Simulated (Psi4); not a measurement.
## Run report: CuNH3Cl, geometry relaxation (part 4 of 4)

CuNH3Cl, SMILES [NH3+][Cu-][Cl]; PBE0/def2-TZVP, RKS, dispersion D4 (Psi4 1.11). The starting geometry was optimised with PBE/def2-SVP.

Geometry of the input (Å):
```
N  -0.7731  -0.0759  0.2522
Cu 1.0712  0.0509  -0.3049
Cl 3.0642  0.1967  -0.9251
H  -1.1397  -1.0369  0.1748
H  -1.3938  0.5190  -0.3181
H  -0.9137  0.2118  1.2329
```

The program's output, continued
```
    N           -2.171089044902    -0.152906502999     0.661022372511
    CU          -0.320226374782    -0.023401606341     0.099557488225
    CL           1.664038028882     0.118698166855    -0.510242463618
    H           -2.517102234092    -1.103909967672     0.581444985685
    H           -2.771189660132     0.437609555823     0.093879730568
    H           -2.288284331472     0.133545277886     1.627789002170

gradient() will perform analytic gradient computation.

  ==> Geometry <==

    Molecular point group: c1
    Full point group: C1

    Geometry (in Angstrom), charge = 0, multiplicity = 1:

       Center              X                  Y                   Z               Mass
    ------------   -----------------  -----------------  -----------------  -----------------
         N           -2.171089044902    -0.152906502999     0.661022372511    14.003074004430
         CU          -0.320226374782    -0.023401606341     0.099557488225    62.929597720000
         CL           1.664038028882     0.118698166855    -0.510242463618    34.968852682000
         H           -2.517102234092    -1.103909967672     0.581444985685     1.007825032230
         H           -2.771189660132     0.437609555823     0.093879730568     1.007825032230
         H           -2.288284331472     0.133545277886     1.627789002170     1.007825032230

  Running in c1 symmetry.

  Rotational constants: A =      6.24379  B =      0.08085  C =      0.08085 [cm^-1]
  Rotational constants: A = 187184.24848  B =   2423.87904  C =   2423.87396 [MHz]
  Nuclear repulsion =  232.843661033353357

  Charge       = 0
  Multiplicity = 1
  Electrons    = 56
  Nalpha       = 28
  Nbeta        = 28

   => Molecular Quadrature <=

    Radial Scheme          =       TREUTLER
    Pruning Scheme         =           NONE
    Nuclear Scheme         =       TREUTLER

    Blocking Scheme        =         OCTREE
    BS radius alpha        =              1
    Pruning alpha          =              1
    Radial Points          =             75
    Spherical Points       =            302
    Total Points           =         130369
    Total Blocks           =           1049
    Max Points             =            256
    Max Functions          =            127
    Weights Tolerance      =       1.00E-15

   => Auxiliary Basis Set <=

  Basis Set: (DEF2-TZVP AUX)
    Blend: DEF2-UNIVERSAL-JKFIT
    Number of shells: 139
    Number of basis functions: 523
    Number of Cartesian functions: 685
    Spherical Harmonics?: true
    Max angular momentum: 6

  Cached 100.0% of DFT collocation blocks in 0.328 [GiB].

  Minimum eigenvalue in the overlap matrix is 3.3418527453E-03.
  Reciprocal condition number of the overlap matrix is 4.9164991715E-04.
    Using symmetric orthogonalization.

  ==> Iterations <==

                           Total Energy        Delta E     RMS |[F,P]|

   @DF-RKS iter   0: -2156.95553668979846   -2.15696e+03   1.02522e-04
   @DF-RKS iter   1: -2156.95467263576938    8.64054e-04   6.60449e-06 DIIS
   @DF-RKS iter   2: -2156.95467237344701    2.62322e-07   1.32340e-05 DIIS
   @DF-RKS iter   3: -2156.95467288538021   -5.11933e-07   3.58903e-06 DIIS
   @DF-RKS iter   4: -2156.95467292724516   -4.18650e-08   9.47200e-07 DIIS
   @DF-RKS iter   5: -2156.95467293168667   -4.44152e-09   1.18629e-07 DIIS
   @DF-RKS iter   6: -2156.95467293178172   -9.50422e-11   5.27500e-08 DIIS
   @DF-RKS iter   7: -2156.95467293180354   -2.18279e-11   9.59870e-09 DIIS
  Energy and wave function converged.

  ==> Post-Iterations <==

   Electrons on quadrature grid:
      Ntotal   =   56.0000096106 ; deviation = 9.611e-06

    Orbital Energies [Eh]
    ---------------------

    Doubly Occupied:

       1A   -323.318942     2A   -101.607890     3A    -38.920689
       4A    -34.087796     5A    -34.086529     6A    -34.086528
       7A    -14.468096     8A     -9.433880     9A     -7.164588
      10A     -7.161446    11A     -7.161446    12A     -4.342059
      13A     -2.824688    14A     -2.817512    15A     -2.817511
      16A     -0.978801    17A     -0.740042    18A     -0.574298
      19A     -0.574294    20A     -0.447942    21A     -0.318026
      22A     -0.307904    23A     -0.307902    24A     -0.284538
      25A     -0.284535    26A     -0.247853    27A     -0.240270
      28A     -0.240268

    Virtual:

      29A     -0.029590    30A      0.055204    31A      0.063052
      32A      0.063060    33A      0.108409    34A      0.108471
      35A      0.137148    36A      0.183675    37A      0.183793
      38A      0.241291    39A      0.253523    40A      0.253654
      41A      0.296180    42A      0.356240    43A      0.356622
      44A      0.395921    45A      0.436458    46A      0.436467
      47A      0.440864    48A      0.470568    49A      0.471664
      50A      0.471707    51A      0.539633    52A      0.539744
      53A      0.654025    54A      0.654055    55A      0.661345
      56A      0.728185    57A      0.838286    58A      0.838419
      59A      0.903439    60A      0.903543    61A      1.088230
      62A      1.127536    63A      1.128072    64A      1.197244
      65A      1.226802    66A      1.226878    67A      1.450473
      68A      1.526156    69A      1.716219    70A      1.716536
      71A      1.800684    72A      1.849370    73A      1.849398
      74A      1.858026    75A      1.936850    76A      1.936862
      77A      1.985730    78A      1.986119    79A      2.021874
      80A      2.133954    81A      2.143179    82A      2.143436
      83A      2.177345    84A      2.177354    85A      2.180470
      86A      2.180470    87A      2.283694    88A      2.302593
      89A      2.302724    90A      2.332876    91A      2.332914
      92A      2.388011    93A      2.388199    94A      2.458799
      95A      2.458868    96A      2.515670    97A      2.635366
      98A      2.974449    99A      3.067909   100A      3.151969
     101A      3.152184   102A      3.534881   103A      3.714831
     104A      3.714853   105A      3.818136   106A      3.818324
     107A      3.938539   108A      4.224561   109A      4.224585
     110A      4.286258   111A      4.336145   112A      4.600066
     113A      4.600544   114A      4.788092   115A      4.788252
     116A      4.884196   117A      5.295026   118A      5.295085
     119A      5.685073   120A      5.816817   121A      5.816836
     122A      5.817512   123A      5.817529   124A      5.845661
     125A      5.845686   126A      5.991129   127A     10.851044
     128A     10.851063   129A     11.093954   130A     25.069874
     131A     31.627220

    Final Occupation by Irrep:
              A
    DOCC [    28 ]
    NA   [    28 ]
    NB   [    28 ]

  @DF-RKS Final Energy: -2156.95467293180354

   => Energetics <=

    Nuclear Repulsion Energy =            232.8436610333533565
    One-Electron Energy =               -3465.1508509355157912
    Two-Electron Energy =                1153.2312033300750045
    DFT Exchange-Correlation Energy =     -77.8758540703199742
    Empirical Dispersion Energy =          -0.0028322893958741
    VV10 Nonlocal Energy =                  0.0000000000000000
    Total Energy =                      -2156.9546729318035432

Computation Completed

Properties will be evaluated at   0.000000,   0.000000,   0.000000 [a0]

Properties computed using the SCF density matrix

 Multipole Moments:

 ------------------------------------------------------------------------------------
     Multipole            Electronic (a.u.)      Nuclear  (a.u.)        Total (a.u.)
 ------------------------------------------------------------------------------------

 L = 1.  Multiply by 2.5417464519 to convert [e a0] to [Debye]
 Dipole X            :          3.7399664           -7.1282698           -3.3883034
 Dipole Y            :          0.2588493           -0.4986579           -0.2398086
 Dipole Z            :         -1.1268278            2.1605534            1.0337255
 Magnitude           :                                                    3.5505910

 ------------------------------------------------------------------------------------

	total time  =          9 seconds =       0.15 minutes

         ------------------------------------------------------------
                                   SCF GRAD
         ------------------------------------------------------------

  ==> Geometry <==

    Molecular point group: c1
    Full point group: C1

    Geometry (in Angstrom), charge = 0, multiplicity = 1:

       Center              X                  Y                   Z               Mass
    ------------   -----------------  -----------------  -----------------  -----------------
         N           -2.171089044902    -0.152906502999     0.661022372511    14.003074004430
         CU          -0.320226374782    -0.023401606341     0.099557488225    62.929597720000
         CL           1.664038028882     0.118698166855    -0.510242463618    34.968852682000
         H           -2.517102234092    -1.103909967672     0.581444985685     1.007825032230
         H           -2.771189660132     0.437609555823     0.093879730568     1.007825032230
         H           -2.288284331472     0.133545277886     1.627789002170     1.007825032230

  Nuclear repulsion =  232.843661033353357

   => Molecular Quadrature <=

    Radial Scheme          =       TREUTLER
    Pruning Scheme         =           NONE
    Nuclear Scheme         =       TREUTLER

    Blocking Scheme        =         OCTREE
    BS radius alpha        =              1
    Pruning alpha          =              1
    Radial Points          =             75
    Spherical Points       =            302
    Total Points           =         130369
    Total Blocks           =           1049
    Max Points             =            256
    Max Functions          =            127
    Weights Tolerance      =       1.00E-15

  -Total Gradient:
     Atom            X                  Y                   Z
    ------   -----------------  -----------------  -----------------
       1        0.000073131697     0.000028595839    -0.000016747452
       2       -0.000034379771    -0.000045106302     0.000072852227
       3       -0.000067781672     0.000014669514    -0.000020437545
       4        0.000012426577    -0.000003011276    -0.000003937941
       5        0.000027169039     0.000008980160    -0.000016545930
       6       -0.000025840098    -0.000006873678    -0.000004628915

	total time  =          6 seconds =       0.10 minutes

    			-----------------------------------------

    			 OPTKING 3.0: for geometry optimizations

    			        with contributions from

    			-----------------------------------------

	                            ===> Fragment 1 <==

	 Z (Atomic Numbers)          Masses                          Geom
	       7.000000            14.003074         -4.10276369 -0.28895141  1.24915125
	      29.000000            62.929598         -0.60514015 -0.04422263  0.18813639
	      17.000000            34.968853          3.14457614  0.22430703 -0.96421851
	       1.000000             1.007825         -4.75663385 -2.08608751  1.09877178
	       1.000000             1.007825         -5.23678950  0.82696221  0.17740698
	       1.000000             1.007825         -4.32423068  0.25236400  3.07607540

	 - Coordinate -           - BOHR/RAD -       - ANG/DEG -
	 R(1,2)           =         3.663197           1.938481
	 R(1,4)           =         1.918296           1.015118
	 R(1,5)           =         1.918310           1.015126
	 R(1,6)           =         1.918260           1.015100
	 R(2,3)           =         3.931972           2.080710
	 L(1,2,3)         =         3.137680         179.775794
	 l(1,2,3)         =         3.141593         180.000000
	 B(2,1,4)         =         1.944790         111.428233
	 B(2,1,5)         =         1.943093         111.331003
	 B(2,1,6)         =         1.946828         111.545007
	 B(4,1,5)         =         1.875150         107.438163
	 B(4,1,6)         =         1.875148         107.438045
	 B(5,1,6)         =         1.875158         107.438665

	        --- Internal Coordinate Step in ANG or DEG, aJ/ANG or AJ/DEG ---
	-------------------------------------------------------------------------------
	           Coordinate      Previous         Force          Change          New
	           ----------      --------        ------          ------        ------
	               R(1,2)       1.93848        0.00090        0.00037       1.93885
	               R(1,4)       1.01512        0.00002       -0.00000       1.01512
	               R(1,5)       1.01513        0.00002       -0.00000       1.01513
	               R(1,6)       1.01510        0.00004        0.00000       1.01510
	               R(2,3)       2.08071        0.00045        0.00007       2.08078
	             L(1,2,3)     179.77579        0.00001        0.04398     179.81978
	             l(1,2,3)     180.00000       -0.00000       -0.00196     179.99804
	             B(2,1,4)     111.42823        0.00000        0.00294     111.43117
	             B(2,1,5)     111.33100        0.00000        0.01637     111.34737
	             B(2,1,6)     111.54501       -0.00000       -0.02728     111.51773
	             B(4,1,5)     107.43816       -0.00000        0.00290     107.44106
	             B(4,1,6)     107.43804       -0.00000        0.00310     107.44114
	             B(5,1,6)     107.43866       -0.00000        0.00256     107.44122
	-------------------------------------------------------------------------------

	                                 ==> Convergence Check <==

	Measures of convergence in internal coordinates in au.

	Criteria marked as inactive (o), active & met (*), and active & unmet ( ).

	----------------------------------------------------------------------------------------------
	   Step    Total Energy     Delta E     Max Force     RMS Force      Max Disp      RMS Disp
	----------------------------------------------------------------------------------------------
	  Convergence Criteria              o    2.00e-04 *             o             o             o
	----------------------------------------------------------------------------------------------
	     4   -2156.95467293   -1.30e-05 o    1.80e-04 *    6.49e-05 o    7.68e-04 o    3.31e-04 o  ~
	----------------------------------------------------------------------------------------------

Next Geometry in Ang
	Fragment 1 (Ang)

	    N  -2.1712891149  -0.1529090499   0.6609074438
	   Cu  -0.3201954512  -0.0231383877   0.0989773513
	   Cl   1.6644667477   0.1185521681  -0.5098524991
	    H  -2.5171989556  -1.1039671291   0.5815442133
	    H  -2.7717863342   0.4375464166   0.0941227853
	    H  -2.2878505084   0.1335509055   1.6277518208

    Final optimized geometry and variables:
    Molecular point group: c1
    Full point group: C1

    Geometry (in Angstrom), charge = 0, multiplicity = 1:

    N           -2.171089044902    -0.152906502999     0.661022372511
    CU          -0.320226374782    -0.023401606341     0.099557488225
    CL           1.664038028882     0.118698166855    -0.510242463618
    H           -2.517102234092    -1.103909967672     0.581444985685
    H           -2.771189660132     0.437609555823     0.093879730568
    H           -2.288284331472     0.133545277886     1.627789002170

    Psi4 run time: 0:01:11.97

[set-up sections that repeat, and orbital energies of the middle runs, are left out above]
```

Standard output
```
Optimizer: Optimization complete!
```

Trajectory as extended XYZ (Å, eV, eV/Å), 4 frames, from step=0 to step=3
```
6
Properties=species:S:1:pos:R:3:forces:R:3 step=0 energy=-58693.70815
N    -0.7731   -0.0759    0.2522   -0.8584  -0.0604   0.2515
Cu    1.0712    0.0509   -0.3049    0.1727   0.0211  -0.0595
Cl    3.0642    0.1967   -0.9251   -0.1366  -0.0131   0.0472
H    -1.1397   -1.0369    0.1748    0.2645   0.5870   0.0372
H    -1.3938    0.5190   -0.3181    0.4242  -0.3612   0.3405
H    -0.9137    0.2118    1.2329    0.1347  -0.1731  -0.6175
6
Properties=species:S:1:pos:R:3:forces:R:3 step=1 energy=-58693.72529
N    -0.7735   -0.0763    0.2521   -0.1972  -0.0189   0.0560
Cu    1.0727    0.0514   -0.3062    0.1078   0.0138  -0.0385
Cl    3.0609    0.1959   -0.9225   -0.0680  -0.0073   0.0250
H    -1.1306   -1.0244    0.1753    0.0510  -0.0098  -0.0177
H    -1.3819    0.5111   -0.3109    0.0470   0.0127  -0.0252
H    -0.9060    0.2079    1.2184    0.0603   0.0097  -0.0003
6
Properties=species:S:1:pos:R:3:forces:R:3 step=2 energy=-58693.72637
N    -0.7749   -0.0767    0.2524   -0.0786  -0.0087   0.0226
Cu    1.0736    0.0519   -0.3073    0.0524   0.0080  -0.0206
Cl    3.0594    0.1952   -0.9206   -0.0277  -0.0037   0.0118
H    -1.1258   -1.0260    0.1740    0.0173  -0.0209  -0.0098
H    -1.3783    0.5122   -0.3128    0.0105   0.0159  -0.0213
H    -0.8994    0.2086    1.2186    0.0271   0.0098   0.0167
6
Properties=species:S:1:pos:R:3:forces:R:3 step=3 energy=-58693.72672
N    -0.7766   -0.0771    0.2529   -0.0038  -0.0015   0.0009
Cu    1.0743    0.0524   -0.3086    0.0018   0.0023  -0.0037
Cl    3.0585    0.1945   -0.9184    0.0035  -0.0008   0.0010
H    -1.1226   -1.0281    0.1733   -0.0006   0.0001   0.0002
H    -1.3767    0.5134   -0.3143   -0.0014  -0.0005   0.0008
H    -0.8938    0.2093    1.2196    0.0013   0.0003   0.0002
```

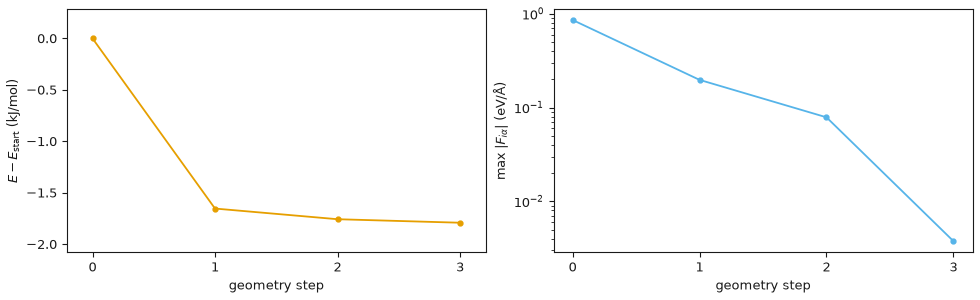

Figure 1. Progress of the relaxation, step by step (steps are counted from 0).

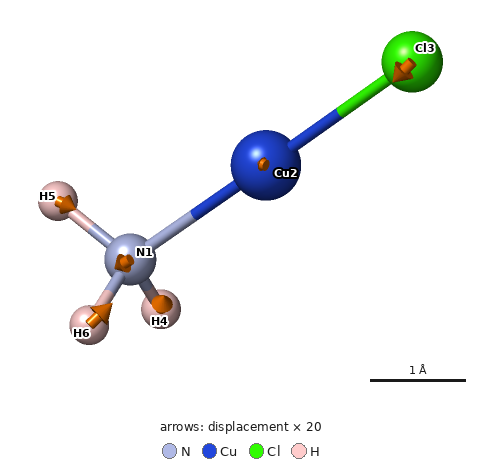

Figure 2. The starting structure with the displacements as orange arrows, magnified 20 times (ball-and-stick view, seen at a tilt). The two geometries are laid on each other by the best rigid fit. H6 moves most after the best rigid fit: 0.017 Å. Largest moves by element: H 0.017 Å, Cl 0.016 Å, N 0.012 Å, Cu 0.006 Å. Among the contacts that change: N1–H4 1.032 → 1.015 Å, Cu2–Cl3 2.092 → 2.081 Å, N1–Cu2 1.931 → 1.938 Å. After 3 geometry steps the energy has fallen by 1.79 kJ/mol. The largest force component goes from 0.86 to 0.0038 eV/Å. (Atoms are counted from 1 in the order of the input.)

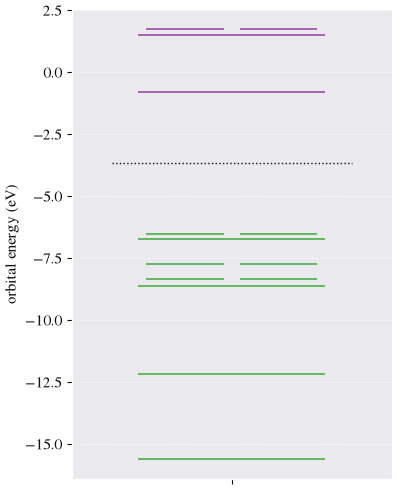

Figure 3. Orbital energies near the frontier; the dotted line parts filled from empty levels, and levels within 0.02 eV of each other stand side by side. Highest filled −6.54 eV, lowest empty −0.81 eV, 5.73 eV apart.
